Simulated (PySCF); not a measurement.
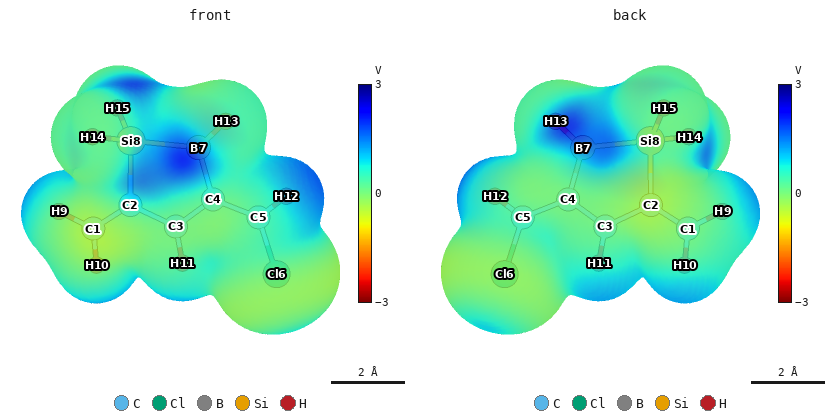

C$_{5}$H$_{7}$BClSi (doublet). The molecular electrostatic potential painted on the density surface at 0.004 e/bohr³, seen from the front and from behind; the colour scale runs from red (negative) to blue (positive).

Geometry: GFN2-xTB.

Method: UKS B3LYP, pcH-1 on B C Cl H Si, non-relativistic, mean-field spin-orbit, GIAO in PySCF.

Input file:

```
{"job": {"kind": "epr", "basis": "pcH-1"}, "charge": 0, "multiplicity": 2}
C     -2.463768     0.249978    -0.418216
C     -1.166106     0.236702    -0.036969
C     -0.183879    -0.515383    -0.716754
C      1.156898    -0.470365    -0.262535
C      2.175928    -1.164590    -0.865799
Cl     1.976362    -2.170012    -2.237522
B      1.390404     0.431606     0.978014
Si    -0.365512     1.174762     1.421266
H     -3.194878     0.833070     0.113818
H     -2.821022    -0.316106    -1.266279
H     -0.452788    -1.116884    -1.575813
H      3.191663    -1.120628    -0.508373
H      2.451691     0.562095     1.449484
H     -1.064128     0.780779     2.657343
H     -0.635280     2.612967     1.246424
```

Run with:

```sh
OMP_NUM_THREADS=1 python probes_run.py task.json out
```

Q: Where is the surface potential most negative and most positive?

A: The most negative region (about −0.5 V) lies over the π face of C1 and C2, the most positive (about +2.0 V) over B7. Cl6 shows a σ-hole: about +0.9 V at the tip opposite its bond, against about +0.1 V on its flanks.
